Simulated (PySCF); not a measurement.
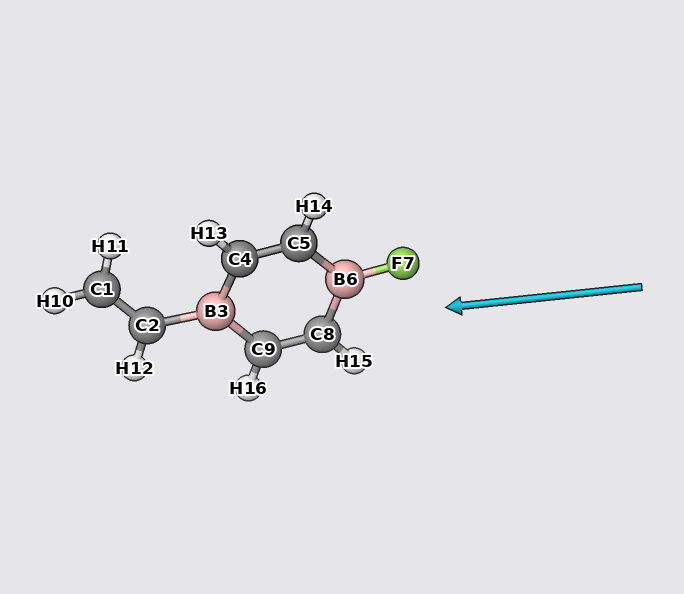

The arrow beside the molecule shows the direction of the dipole moment, from the negative to the positive end (its length means nothing). The geometry was computed by an optimisation with GFN2-xTB. No frequency run is at hand to confirm it as a minimum. Properties computed with PBE0/pcSseg-1, gas phase (PySCF 2.14.0).

**Estimate the dipole moment.**

2.18 D; it points from the side of F7 to the side of H10 (the outermost atoms at the two ends).

The geometry is semi-empirical. Around B such bond lengths and angles can be off by a tenth of an ångström or more and by several degrees, and values that hang on the shape move with them.
